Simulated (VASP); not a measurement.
Band structure of BaHfO₃ (space group Pm-3m). Computed with PBE GGA, VASP's PBE PAW potentials (set 64) (plane waves; VASP).

Unless said otherwise, spin-orbit coupling is left out, though it shifts the bands of the heavy elements here.

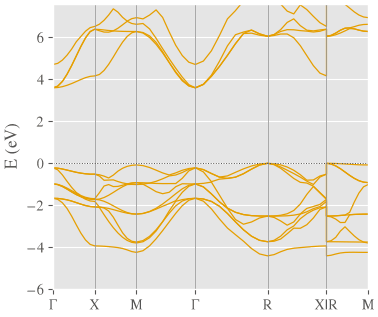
Figure. Bands along high-symmetry lines, zero at the valence-band maximum or, without a gap, the Fermi level

Problem. Read the plot: is there a gap, and where are the band edges?

Solution. The gap is indirect, 3.60 eV, from the valence maximum at R to the conduction minimum at Γ.

The structure is a typed BaHfO3 crystal. The cell was not relaxed at this level.
